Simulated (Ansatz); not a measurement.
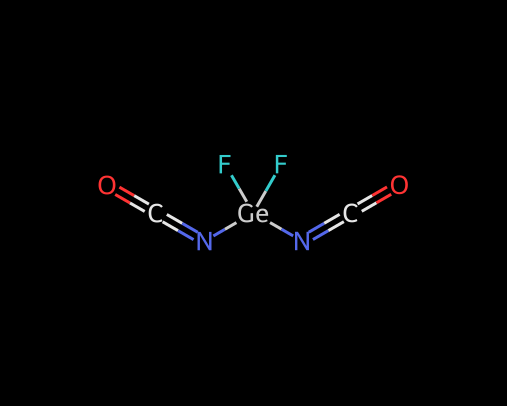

A structural formula.

> Give its SMILES.

O=C=[N][Ge]([F])([F])[N]=C=O

> What is the molecular formula?

C2F2GeN2O2.

> An optimisation with PBE0-D4/def2-TZVP gave a structure of which point group?

Cs. Other conformers may differ.

More results for the same structure follow; atom numbers are the same in all pictures, views and colours differ. Computed geometry: PBE0-D4/def2-TZVP optimisation.

## Shape

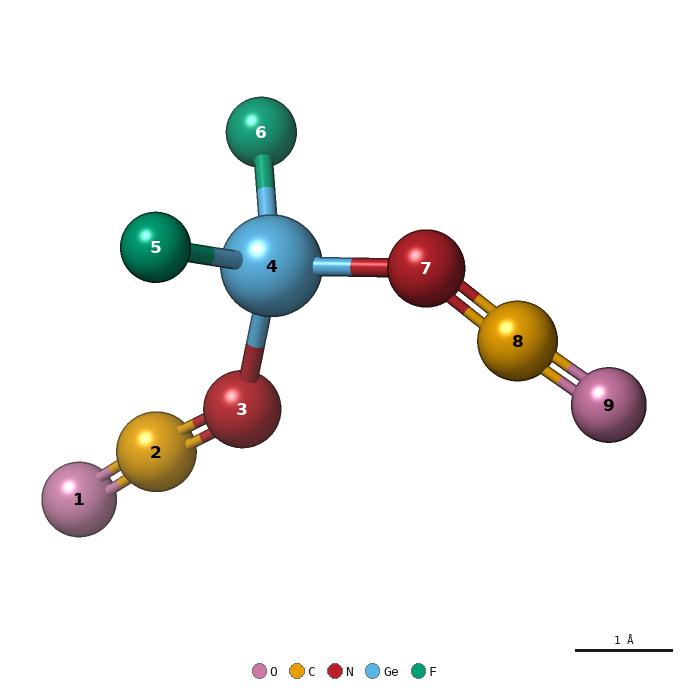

The atoms are numbered.

Estimate the angles O1–C2–N3, C2–N3–Ge4, N3–Ge4–F5, N3–Ge4–N7, F5–Ge4–F6, F5–Ge4–N7, Ge4–N7–C8, N7–C8–O9.

| angle | degrees |
| --- | --- |
| O1–C2–N3 | 175.6 |
| C2–N3–Ge4 | 137.0 |
| N3–Ge4–F5 | 110.4 |
| N3–Ge4–N7 | 111.9 |
| F5–Ge4–F6 | 106.0 |
| F5–Ge4–N7 | 108.9 |
| Ge4–N7–C8 | 137.3 |
| N7–C8–O9 | 175.7 |

## Dipole moment

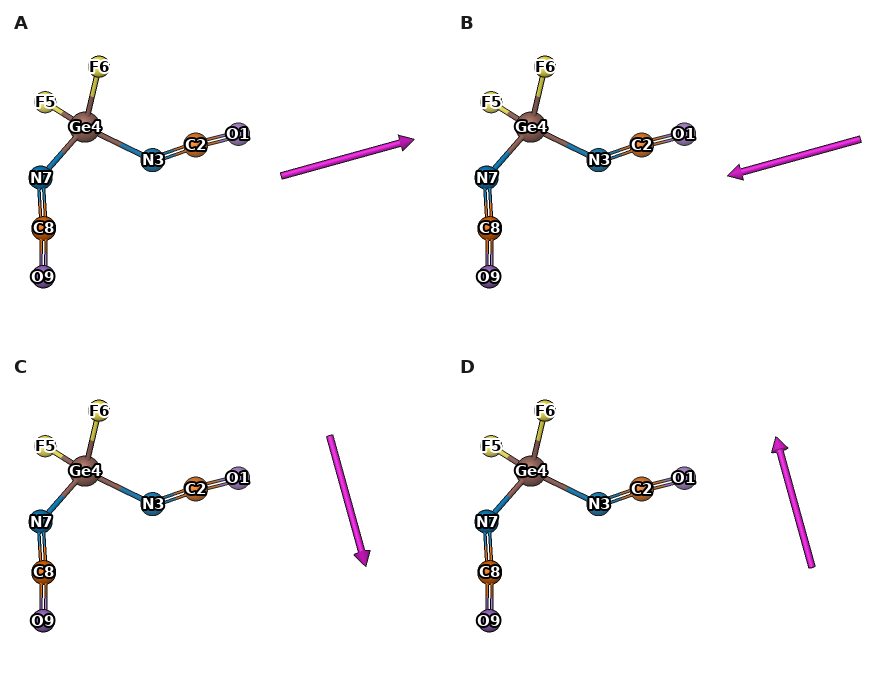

The same molecule four times, each with an arrow. Method: RKS ωB97M-V/def2-TZVPP (Ansatz 0.2.0).

> Which arrow points along the dipole moment, from the negative to the positive end?

C. The dipole moment is 0.59 D; it points from the side of F5, F6 to the side of O9 (the outermost atoms at the two ends).

## Vibrations

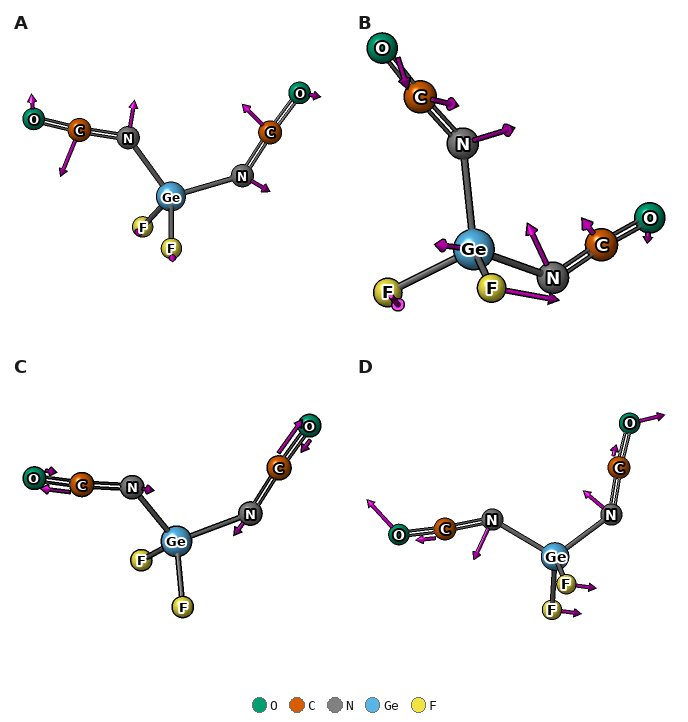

4 normal modes of one molecule or complex, as arrows. Harmonic vibrations computed with RKS PBE0-D4/def2-TZVP (Ansatz 0.2.0) at a stationary point of the same level.

> Match the panels to the wavenumbers 90 cm⁻¹, 268 cm⁻¹, 686 cm⁻¹, 2402 cm⁻¹.

A: 686 cm⁻¹
B: 268 cm⁻¹, angle bending
C: 2402 cm⁻¹
D: 90 cm⁻¹, C–N–Ge bending

## Charges

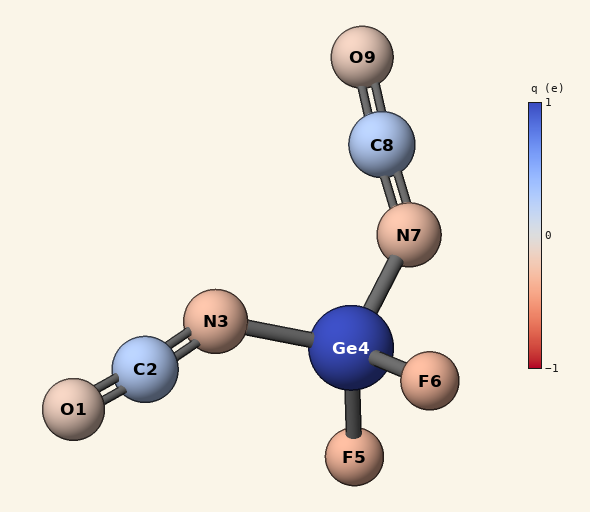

Atoms are coloured by their Mulliken charges. Properties computed with RKS B3LYP-D4/def2-TZVPP (Ansatz 0.2.0).

Give the Mulliken charges atom by atom.

```json
{"atom": "O1", "value (e)": "−0.16"}
{"atom": "C2", "value (e)": "0.26"}
{"atom": "N3", "value (e)": "−0.28"}
{"atom": "Ge4", "value (e)": "0.99"}
{"atom": "F5", "value (e)": "−0.32"}
{"atom": "F6", "value (e)": "−0.32"}
{"atom": "N7", "value (e)": "−0.26"}
{"atom": "C8", "value (e)": "0.26"}
{"atom": "O9", "value (e)": "−0.16"}
```

Mulliken values depend strongly on the basis set and can even reverse the polarity of a bond.
